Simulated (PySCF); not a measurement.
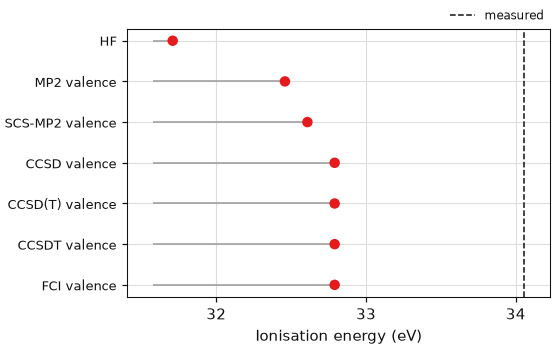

The ionisation energy of Ge²⁺ ([Ar] 3d¹⁰ 4s² → [Ar] 3d¹⁰ 4s) across levels of theory. PySCF, dyall-av2z, non-relativistic, unrestricted single determinants, no spin-orbit coupling. Methods marked “valence” freeze 28 core electrons.

Question: How do the methods compare?

Answer: The values run from 31.71 eV (HF) to 32.79 eV (CCSD valence, CCSD(T) valence, CCSDT valence and FCI valence). The measured value is 34.06 eV; nearest to it come CCSD valence (−1.27) and FCI valence (−1.27), furthest HF (−2.35 eV).

| Method | Ionisation energy (eV) |
| --- | --- |
| HF | 31.71 |
| MP2 valence | 32.46 |
| SCS-MP2 valence | 32.61 |
| CCSD valence | 32.79 |
| CCSD(T) valence | 32.79 |
| CCSDT valence | 32.79 |
| FCI valence | 32.79 |

Known limits: relativistic shift absent.
